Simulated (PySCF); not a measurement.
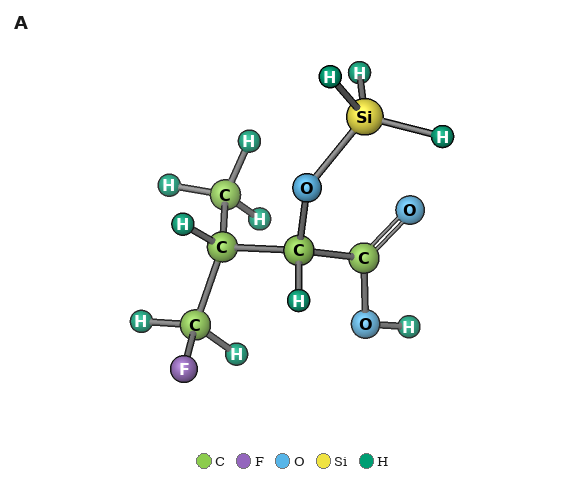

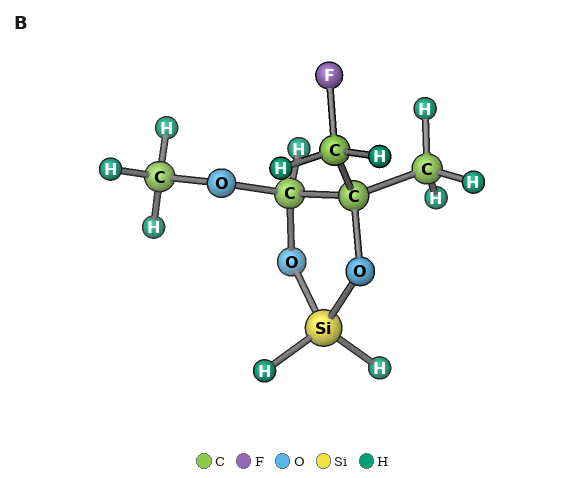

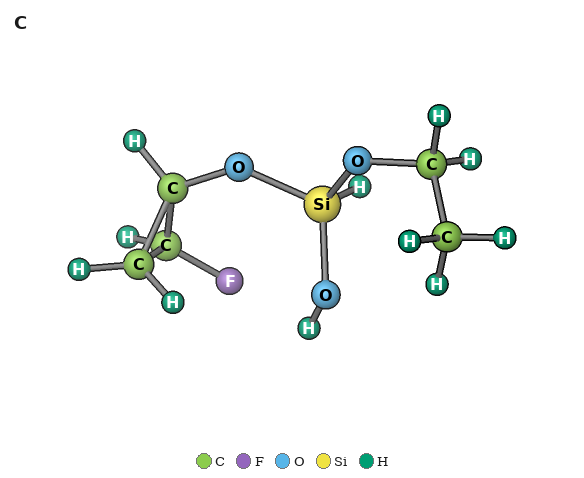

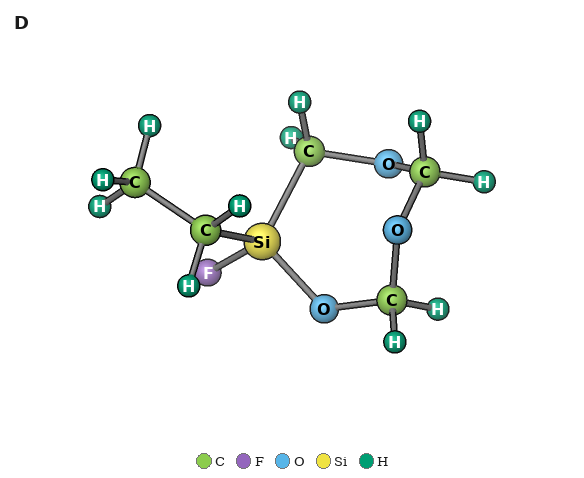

4 stationary structures of one formula. Geometries: GFN2-xTB. Electronic energies: PBE0/pcSseg-1 (PySCF 2.14.0), without zero-point energy. No frequency run is at hand to confirm each as a minimum. Each is one conformer, not always the lowest.

Question: Which is lowest in energy, and by how much?

Answer: D is lowest; C lies 0.684 eV above it, B lies 1.219 eV above it, A lies 1.671 eV above it. A is `C[C@@H](CF)[C@H](O[SiH3])C(=O)O`, B is `CO[C@@H]1O[SiH2]O[C@]1(C)CF`, C is `CCO[Si@@H](O)O[C@@H]1C[C@@H]1F`, D is `CC[Si@@]1(F)COCOCO1`.

The geometry is semi-empirical. Around Si such bond lengths and angles can be off by a tenth of an ångström or more and by several degrees, and values that hang on the shape move with them.
